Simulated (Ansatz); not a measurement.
## Electronic structure of CH4Br2Si (SMILES C[SiH](Br)Br) in real space

Input file:

```
crystal:
  periodic: [false, false, false]
  atoms:
    - { symbol: C, position_ang: [-0.0771, 0.9635, -0.0754] }
    - { symbol: Si, position_ang: [-0.0335, -0.8157, 0.1763] }
    - { symbol: Br, position_ang: [1.9867, -1.3496, 0.8062] }
    - { symbol: Br, position_ang: [-0.4097, -1.8414, -1.7281] }
    - { symbol: H, position_ang: [-1.1245, 1.303, -0.4291] }
    - { symbol: H, position_ang: [0.0986, 1.5712, 0.8327] }
    - { symbol: H, position_ang: [0.6105, 1.3454, -0.847] }
    - { symbol: H, position_ang: [-0.9587, -1.2335, 1.2085] }
basis:
  gaussian:
    orbitals: def2-SVPD
hamiltonian:
  xc: pbe0
  dispersion: d4
output:
  orbitals: {}
```

Command:

```sh
python energy_ch4br2si.py
```

These are results of SCF PBE0, Gaussian basis (Ansatz 0.2.0), not measurements.

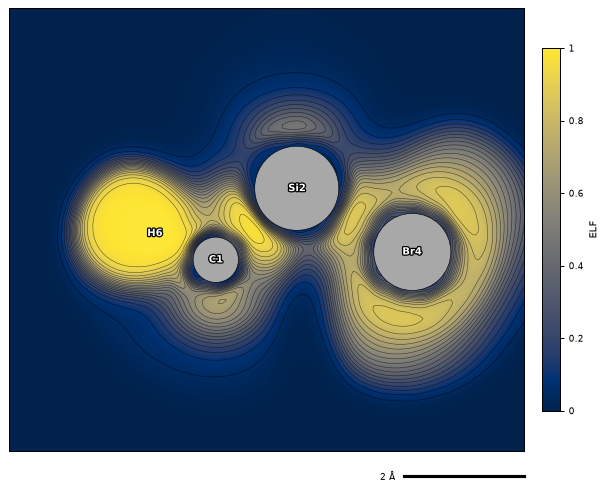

Figure 1. Electron localisation function on the plane of atoms C1, Si2 and Br4. Grey discs cover the atomic cores.

> Interpret the plot.

Atoms in the plane: C, Si, Br and H.
C–Si (1.80 Å): the ELF peaks at about 1 between the atoms; a shared electron pair.
Si–Br (2.20 Å): the ELF peaks at about 0.85 between the atoms: a polar covalent bond.
C–H (1.11 Å): the ELF climbs to about 1 towards the hydrogen, as it does in any bond to H; a covalent bond by its length.
The ELF also peaks beside Br4, away from the bonds: lone-pair regions.

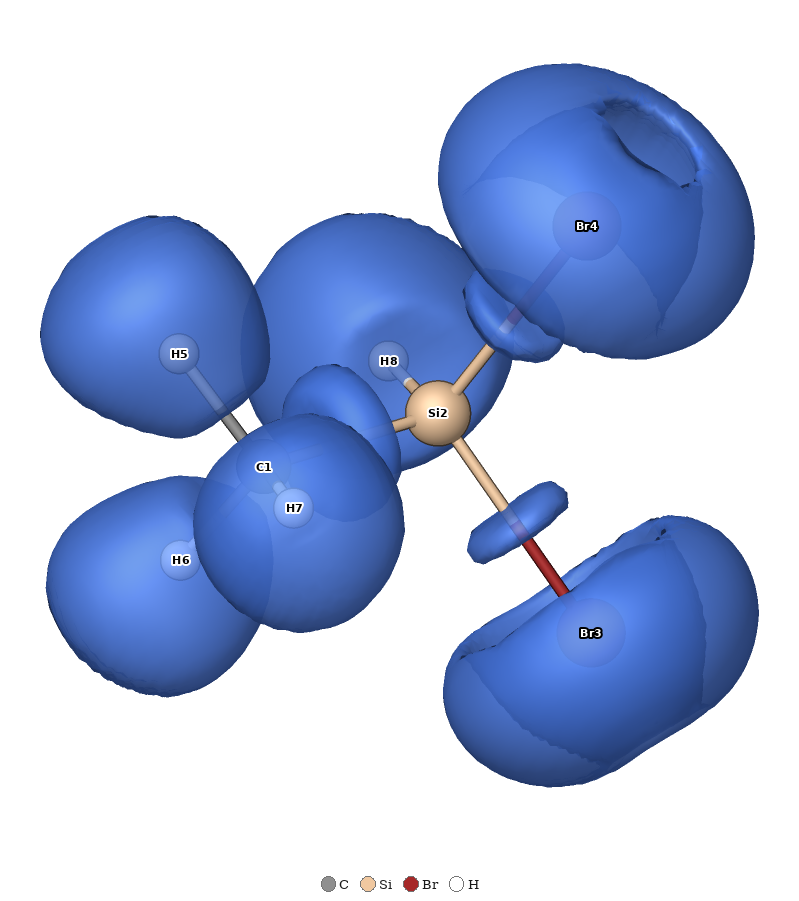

Figure 2. Isosurface of the electron localisation function at 0.8 (blue), seen at a tilt. Only the valence region is drawn (cores and ρ < 0.01 e/Å³ removed).

> Identify the bonds, lone pairs and shells in this picture.

The ELF exceeds this value in two regions between bonded Br–Si atoms (shared pairs), one region between bonded C–Si atoms (shared pairs), four regions around hydrogen nuclei and two rings or bowls of non-bonding electrons around Br. Along the contacts the grid gives the following. Si–Br (2.18 Å): the ELF peaks at about 0.85 between the atoms: a shared but strongly polarised pair.

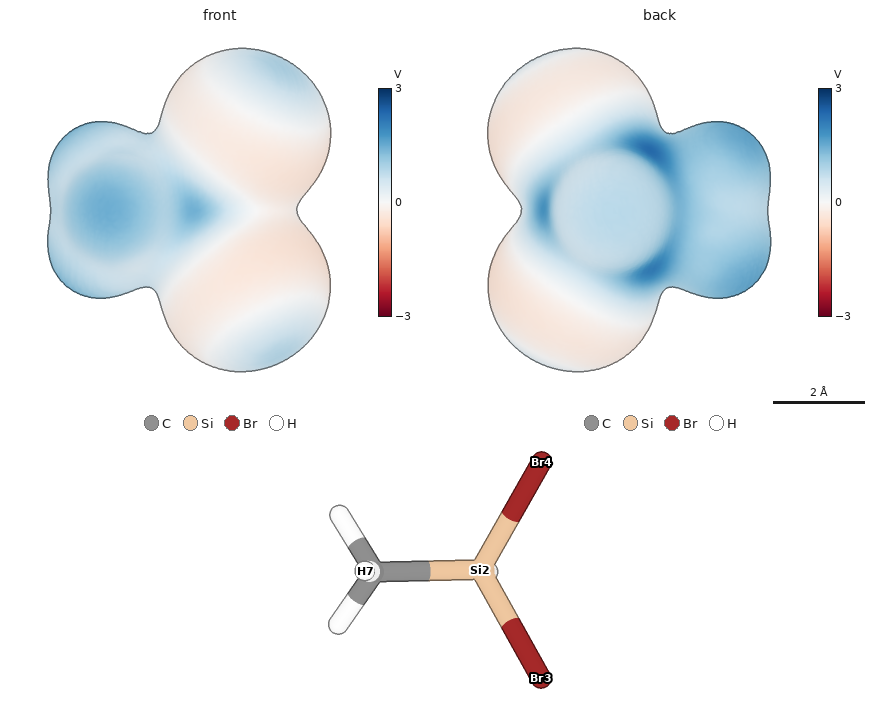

Figure 3. The molecular electrostatic potential painted on the density surface at 0.004 e/bohr³, seen from the front and from behind; the colour scale runs from red (negative) to blue (positive). The bare structure is drawn below in the same view.

> Where is the surface potential most negative and most positive?

The most negative region (about −0.4 V) lies over Br3 and Br4, the most positive (about +2.1 V) over Si2. Br3 shows a σ-hole: about +0.8 V at the tip opposite its bond, against about −0.3 V on its flanks. Br4 shows a σ-hole: about +0.9 V at the tip opposite its bond, against about −0.3 V on its flanks.

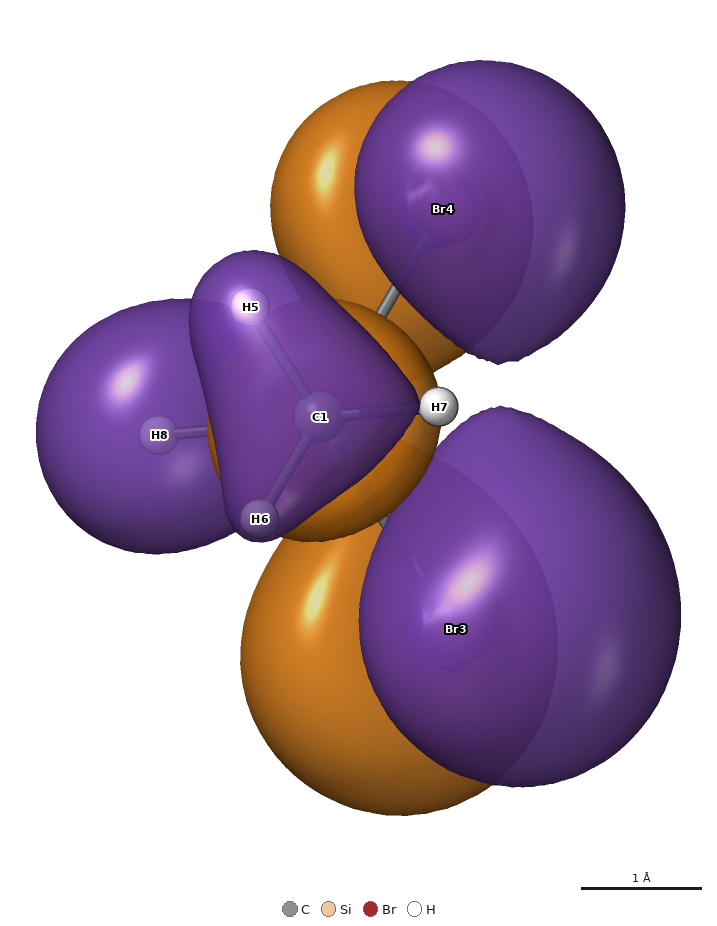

Figure 4. The HOMO−1 at ±0.06 Å⁻³ᐟ² (orange and purple are the two phases), seen at an oblique angle.

> What is the character of this orbital?

It lies mainly on Br3 (about 55 %), Br4 (about 20 %), Si2 (about 10 %), C1 (about 10 %) and H8 (about 5 %); largely a combination of lone pairs on Br3 and Br4. Its energy is −8.51 eV.
